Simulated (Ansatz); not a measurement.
System: CH6OSSi2.

The calculation's input:

```
crystal:
  periodic: [false, false, false]
  atoms:
    - { symbol: S, position_ang: [-0.7056, 2.152, -0.0786] }
    - { symbol: C, position_ang: [0.4331, 0.8206, 0.2136] }
    - { symbol: O, position_ang: [-0.015, -0.0525, 1.301] }
    - { symbol: Si, position_ang: [-0.5183, -1.3564, 0.4761] }
    - { symbol: Si, position_ang: [0.5436, -0.494, -1.1928] }
    - { symbol: H, position_ang: [-0.7648, 2.6945, 1.1597] }
    - { symbol: H, position_ang: [1.4611, 1.2273, 0.4339] }
    - { symbol: H, position_ang: [-0.0379, -2.6174, 1.0514] }
    - { symbol: H, position_ang: [-2.0706, -1.2782, 0.459] }
    - { symbol: H, position_ang: [1.9276, -0.9999, -1.3823] }
    - { symbol: H, position_ang: [-0.1878, -0.153, -2.4206] }
basis:
  gaussian: { orbitals: def2-SVP }
hamiltonian:
  xc: pbe
  dispersion: d4
relax:
  f_tol: 0.02
  max_steps: 50
output:
  orbitals: {}
```

Launched as:

```sh
ansatz run input.yaml --threads 2 --pin off --max-ram 3072MiB --backend cpu --events-out ev --progress --plain --runs-dir out
```

The fields are those of the relaxed geometry.

Method: RKS PBE-D4/def2-SVP (Ansatz).

What can the converged electron density and electron localisation function tell about the bonding?

C–O (1.44 Å): the density is about 1.9 e/Å³ at the midpoint, with its minimum of 1.7 e/Å³ about 0.5 Å from C; the ELF peaks at about 0.85 between the atoms: a polar covalent bond.
Si–O (1.73 Å): ρ at the midpoint is about 0.98 e/Å³; the ELF peaks at about 0.85 between the atoms: a polar covalent bond.

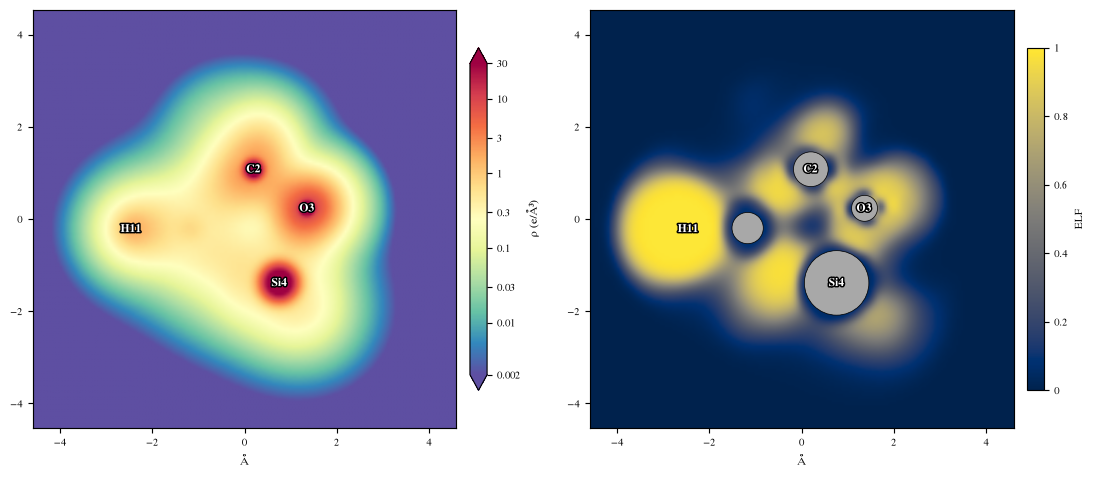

Computed electron density and electron localisation function on the plane of atoms C2, O3 and Si4, in this order. Grey discs cover the atomic cores in the ELF map. 
